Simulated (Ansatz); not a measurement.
# CH6GeO2: small, medium and large basis sets

How large a basis does CH6GeO2 need? Two functionals are run in growing sets.

Computed with Ansatz 0.2.0, Gaussian basis. Level: one geometry, several basis sets.

Plan: PBE0-D4/def2-SVP; ωB97M-V/def2-SVP; PBE0-D4/def2-QZVPP; ωB97M-V/def2-QZVPP; the functionals' def2-TZVPP values are taken from earlier runs.

### Step 1. Structure used throughout

All runs share one geometry, relaxed beforehand with PBE0-D4 in a triple-zeta def2 set.

SMILES `O[CH2][GeH2][OH]`, 10 atoms, charge 0, spin multiplicity 1.

Atoms are counted from 1 here; the program's logs count them from 0.

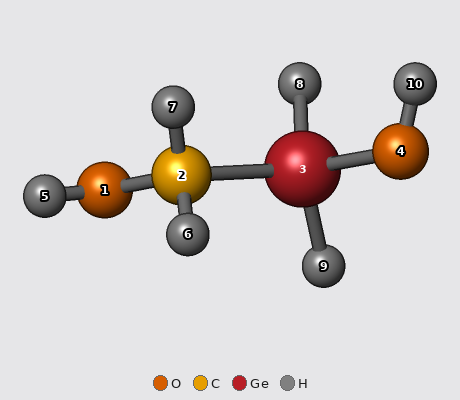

The structure; oxygen orange, carbon amber, germanium red, hydrogen grey; atoms are numbered from 1 in the order of the file.

As a file:

```
O    -1.9493    0.3626   -0.0999
C    -0.5878    0.7300   -0.2233
Ge    0.4875   -0.7884    0.4095
O     2.2118   -0.3325    0.2741
H    -2.4982    1.1038   -0.3666
H    -0.3355    1.6078    0.3847
H    -0.3108    0.9529   -1.2621
H     0.2204   -2.0420   -0.4478
H     0.2512   -1.0565    1.9014
H     2.5939   -0.5886   -0.5670
```

### Step 2. PBE0-D4 in def2-SVP

File in.yaml:

```yaml
crystal:
  periodic: [false, false, false]
  atoms:
    - {symbol: O, position_ang: [-1.949324, 0.362571, -0.099915]}
    - {symbol: C, position_ang: [-0.587827, 0.729993, -0.223341]}
    - {symbol: Ge, position_ang: [0.487497, -0.788436, 0.409480]}
    - {symbol: O, position_ang: [2.211808, -0.332534, 0.274096]}
    - {symbol: H, position_ang: [-2.498185, 1.103840, -0.366574]}
    - {symbol: H, position_ang: [-0.335480, 1.607802, 0.384741]}
    - {symbol: H, position_ang: [-0.310757, 0.952916, -1.262108]}
    - {symbol: H, position_ang: [0.220417, -2.042027, -0.447805]}
    - {symbol: H, position_ang: [0.251162, -1.056531, 1.901447]}
    - {symbol: H, position_ang: [2.593888, -0.588595, -0.567024]}
basis:
  gaussian: {orbitals: def2-SVP}
hamiltonian: {xc: pbe0, dispersion: d4}
output: {orbitals: {seedname: orbitals}}
```

On the command line:

```sh
$ ansatz run in.yaml --threads 4 --pin off --events-out ev --progress --plain --max-ram 10444MiB
```

Further steps of the session: ωB97M-V in def2-SVP; PBE0-D4 in def2-QZVPP; ωB97M-V in def2-QZVPP.

**Question.** What will the summary of the whole plan be? Wanted: PBE0-D4: double and triple zeta above quadruple; ωB97M-V: double and triple zeta above quadruple.

As calculated:

```
                                       quantity           value
PBE0-D4: double and triple zeta above quadruple  15.15, 1.55 eV
ωB97M-V: double and triple zeta above quadruple  15.30, 1.51 eV
```

For PBE0-D4 the step from double to triple zeta gains 13.61 eV and the next only 1.55 eV. Total energies overstate the basis error of differences, where much of it tends to cancel. The LUMO of ωB97M-V is positive and keeps falling with the basis (2.48 to 1.38 eV): an unbound level that the basis holds in place.
